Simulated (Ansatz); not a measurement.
A computed series for InAs: pressure series

Base system: InAs in the zinc blende structure (space group F-43m, No. 216).

```
CELL_PARAMETERS angstrom
      0.00000     3.01303     3.01303
      3.01303     0.00000     3.01303
      3.01303     3.01303     0.00000
ATOMIC_POSITIONS crystal
  In 0.00000 0.00000 0.00000
  As 0.25000 0.25000 0.25000
```

Cell and atoms are relaxed at each pressure.

Computed with plane-wave PAW DFT at the LDA level (Ansatz, a first-principles code, 420 eV), without spin-orbit coupling.

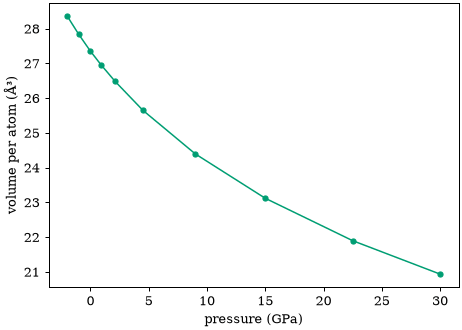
Figure. Volume per atom against pressure

From the plot, what is the volume per atom for pressure 9 GPa?

About 24.4 Å³.

Is the trend monotonic over the range shown?

Yes, it falls throughout, spanning 20.94 Å³ to 28.37 Å³.

A case with no gap was solved on a k-mesh chosen for an insulator, which is coarse for it. Load acts through the strain it causes; cell and atoms are relaxed under it. Stability against distortions was not tested. The final runs are not spin-polarised. Measured, InAs leaves this structure (for rock salt) near 7 GPa (temperature not stated; as listed in Datta, Sujoy, Jana, Debnarayan, arXiv (2020)).
